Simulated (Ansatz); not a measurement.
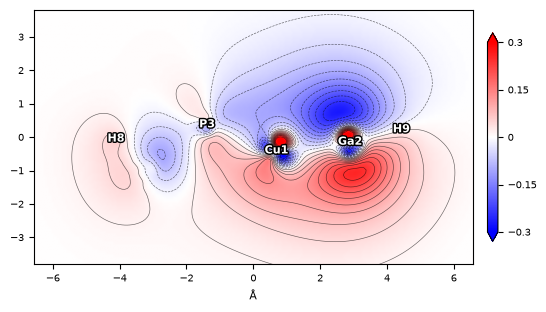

The picture shows: CuGaH$_{5}$P$_{2}$ (charge +1). The LUMO on the plane of atoms Ga2, Cu1 and P3 (values in Å⁻³ᐟ²; the overall sign is arbitrary).

Geometry: B3LYP/6-31G*.

Level of theory: isolated molecule in a Gaussian basis; Kohn-Sham density functional theory, functional PBE0 (Ansatz 0.2.0).

```tsv
atom	x (Å)	y (Å)	z (Å)
Cu	-2.0839	-0.1272	0.5550
Ga	-3.6406	-0.6792	-0.9118
P	-0.1859	-0.4917	1.6494
P	0.4092	0.7267	3.4297
H	-0.1731	-1.7885	2.2020
H	0.9291	-0.6015	0.7907
H	0.6100	1.9123	2.6706
H	1.7797	0.3530	3.4011
H	-4.6552	-1.2308	-1.9960
```

### Describe this orbital and give its energy.

By Hirshfeld shares it lies mainly on Ga2 (about 65 %) and Cu1 (about 25 %). Its energy is −6.56 eV.
